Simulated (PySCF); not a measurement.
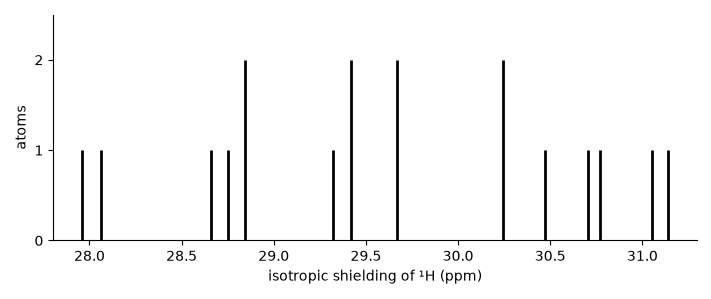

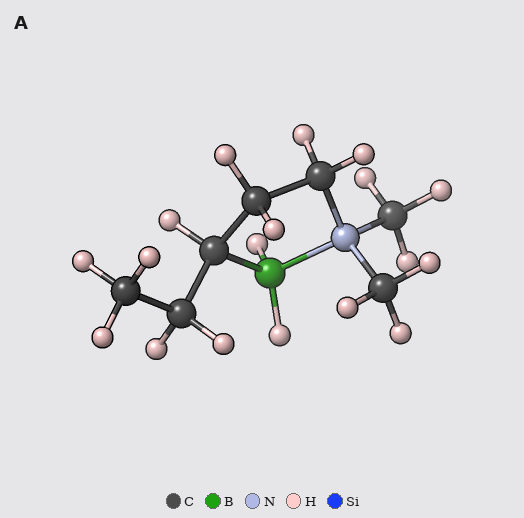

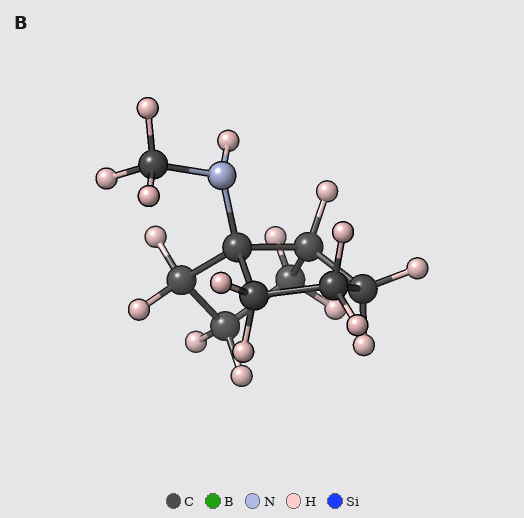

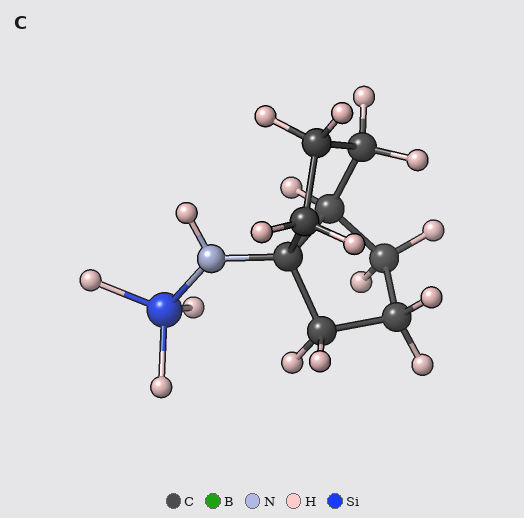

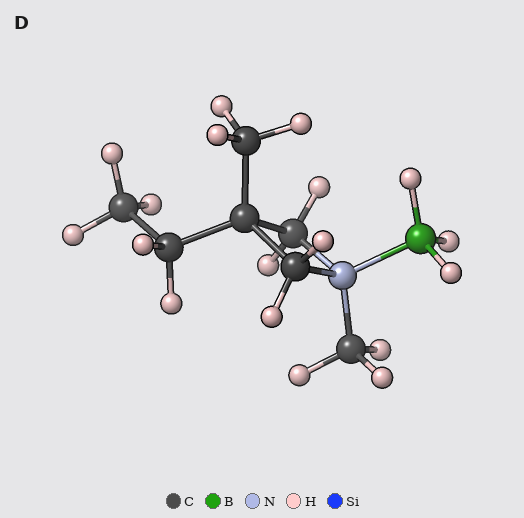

The sticks are computed shieldings of one of the molecules, for one fixed geometry (GFN2-xTB) without averaging over rotations. Low shielding means a high chemical shift. Method: GIAO PBE0/pcSseg-1 NMR shielding, non-relativistic, gas phase (PySCF 2.14.0).

Which molecule gives this pattern?

D, `[BH3-][N@+]1(C)C[C@@](C)(CC)C1`. Its 18 H atoms give lines at 27.96, 28.06, 28.66, 28.75, 28.85 (2 atoms), 29.32, 29.42 (2 atoms), 29.67 (2 atoms), 30.24 (2 atoms), 30.47, 30.70, 30.77, 31.05, 31.14 ppm.

The geometry is semi-empirical. Around B such bond lengths and angles can be off by a tenth of an ångström or more and by several degrees, and values that hang on the shape move with them.
